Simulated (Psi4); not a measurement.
# SF (Monosulfur monofluoride) at UBP86/6-31G(d) (Coulomb fitting set, spherical functions, sweep point 1)

Aim: the vertical electron affinity of SF (Monosulfur monofluoride) at UBP86/6-31G* (Coulomb fitting set, spherical functions, sweep point 1), from 2 runs. 

Program for the calculation: Psi4 1.11.

### 1 The system as given

SF has 2 atoms, charge 0, and is taken as a doublet. As SMILES, `F[S]`. The coordinates come from a GFN2-xTB relaxation.

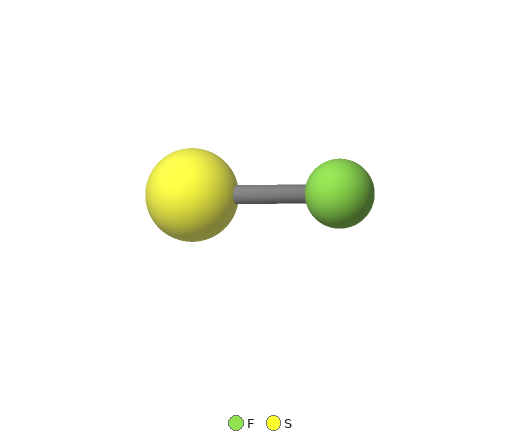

Viewed from a chosen angle; fluorine green, sulfur yellow.

### 2 The energy at UBP86/6-31G(d) (Coulomb fitting set, spherical functions, sweep point 1)

Input file fs.inp:

```
memory 1600 MB

molecule {
  0 2
  F      0.000000     0.000000     0.000000
  S      0.000000     0.000000     1.626530
  symmetry c1
}

set reference uks
set puream true
set scf_type df
set dft_radial_points 99
set dft_spherical_points 590
set df_basis_scf def2-universal-jfit
set maxiter 150

result, w = energy('bp86/6-31G*', return_wfn=True)
```

Run with:

```sh
psi4 -n 1 fs.inp fs.out
```

fs.out (excerpt; [...] marks lines left out):

```text
[...]
  Running in c1 symmetry.
[...]
  Nuclear repulsion =   46.849131793744959
[...]
  Multiplicity = 2
[...]
  Nalpha       = 13
  Nbeta        = 12
[...]
    Number of basis functions: 32
[...]
   @DF-UKS iter   1:  -497.94911875512855   -1.90308e-01   6.76966e-03 ADIIS/DIIS
[...]
   @DF-UKS iter   8:  -497.96852241970407   -1.07116e-08   6.81431e-07 DIIS
[...]
   @S^2 Observed:                7.515584400E-01
[...]
    Orbital Energies [Eh]
    ---------------------
    Alpha Occupied:
       1A    -88.185320     2A    -24.339629     3A     -7.756651
       4A     -5.783918     5A     -5.781228     6A     -5.763242
       7A     -1.130109     8A     -0.657637     9A     -0.449315
      10A     -0.423209    11A     -0.402365    12A     -0.260327
      13A     -0.220717
    Alpha Virtual:
      14A     -0.097272    15A      0.224474    16A      0.292870
      17A      0.313449    18A      0.315782    19A      0.597529
      20A      0.632338    21A      0.650822    22A      0.652378
      23A      0.805211    24A      1.161578    25A      1.168736
[...]
  @DF-UKS Final Energy:  -497.96852241970407
   => Energetics <=
    Nuclear Repulsion Energy =             46.8491317937449594
    One-Electron Energy =                -781.9992871278537905
    Two-Electron Energy =                 273.3253492198068102
    DFT Exchange-Correlation Energy =     -36.1437163054020445
    Empirical Dispersion Energy =           0.0000000000000000
    VV10 Nonlocal Energy =                  0.0000000000000000
    Total Energy =                       -497.9685224197040725
[...]
 Multipole Moments:
 ------------------------------------------------------------------------------------
     Multipole            Electronic (a.u.)      Nuclear  (a.u.)        Total (a.u.)
 ------------------------------------------------------------------------------------
 L = 1.  Multiply by 2.5417464519 to convert [e a0] to [Debye]
 Dipole X            :         -0.0000000            0.0000000           -0.0000000
 Dipole Y            :          0.0000000            0.0000000            0.0000000
 Dipole Z            :         -0.7096147            0.9784726            0.2688579
 Magnitude           :                                                    0.2688579
[...]
```

Run time: 3.3 s. Hardware: 1 thread of Intel Xeon Platinum 8488C (Sapphire Rapids), shared host; peak memory 0.29 GiB.

### 3 The singlet anion, same level

Input file fs.in:

```
memory 1600 mb

molecule mol {
  -1 1
  F      0.000000     0.000000     0.000000
  S      0.000000     0.000000     1.626530
  symmetry c1
}

set {
  basis                6-31G*
  puream               true
  scf_type             df
  dft_radial_points    99
  dft_spherical_points 590
  df_basis_scf         def2-universal-jfit
}

energy_value = energy('bp86')
```

Run with:

```sh
psi4 -i fs.in -o fs.out -n 1
```

fs.out (excerpt; [...] marks lines left out):

```text
[...]
  Running in c1 symmetry.
[...]
  Nuclear repulsion =   46.849131793744959
[...]
  Multiplicity = 1
[...]
  Nalpha       = 13
  Nbeta        = 13
[...]
    Number of basis functions: 32
[...]
   @DF-RKS iter   1:  -497.91662230411652   -1.57812e-01   1.29889e-02 DIIS/ADIIS
[...]
   @DF-RKS iter   8:  -498.02297776415918   -2.32149e-09   1.85479e-07 DIIS
[...]
    Orbital Energies [Eh]
    ---------------------
    Doubly Occupied:
       1A    -87.826163     2A    -24.005315     3A     -7.396980
       4A     -5.426813     5A     -5.410137     6A     -5.410137
       7A     -0.807839     8A     -0.315946     9A     -0.125203
      10A     -0.093700    11A     -0.093700    12A      0.095775
      13A      0.095775
[...]
  @DF-RKS Final Energy:  -498.02297776415918
   => Energetics <=
    Nuclear Repulsion Energy =             46.8491317937449594
    One-Electron Energy =                -790.3692653327577773
    Two-Electron Energy =                 281.9704323625371671
    DFT Exchange-Correlation Energy =     -36.4732765876835501
    Empirical Dispersion Energy =           0.0000000000000000
    VV10 Nonlocal Energy =                  0.0000000000000000
    Total Energy =                       -498.0229777641591795
[...]
 Multipole Moments:
 ------------------------------------------------------------------------------------
     Multipole            Electronic (a.u.)      Nuclear  (a.u.)        Total (a.u.)
 ------------------------------------------------------------------------------------
 L = 1.  Multiply by 2.5417464519 to convert [e a0] to [Debye]
 Dipole X            :         -0.0000000            0.0000000           -0.0000000
 Dipole Y            :          0.0000000            0.0000000            0.0000000
 Dipole Z            :         -1.5070589            0.9784726           -0.5285863
 Magnitude           :                                                    0.5285863
[...]
```

Wall time 2.9 s (1 thread of Intel Xeon Platinum 8488C (Sapphire Rapids), shared host); peak memory 0.29 GiB.

### 4 Summary of results

At UBP86/6-31G* (Coulomb fitting set, spherical functions, sweep point 1):

| quantity | value |
| --- | --- |
| doublet SF: total energy | -497.96852 Eh |
| doublet SF: dipole moment | 0.68 D |
| doublet SF: HOMO energy (highest over α and β) | -5.71 eV |
| doublet SF: LUMO energy (lowest over α and β) | -5.54 eV |
| doublet SF: ⟨S²⟩ | 0.752 |
| singlet anion: total energy | -498.02298 Eh |
| singlet anion: HOMO energy | 2.61 eV |
| singlet anion: LUMO energy | 5.87 eV |
| singlet anion: HOMO–LUMO gap (to an unbound level, set by the basis) | 3.27 eV |
| vertical electron affinity (to the singlet anion) | 1.482 eV |

**Reading.** At fixed nuclei the extra electron is bound by 1.48 eV (143 kJ/mol). The basis has no diffuse functions, so the error can be as large as this value. The HOMO (singlet anion) lies at positive energy, 2.61 eV, as semi-local functionals often give for anions; only total energies tell whether the electron is bound.
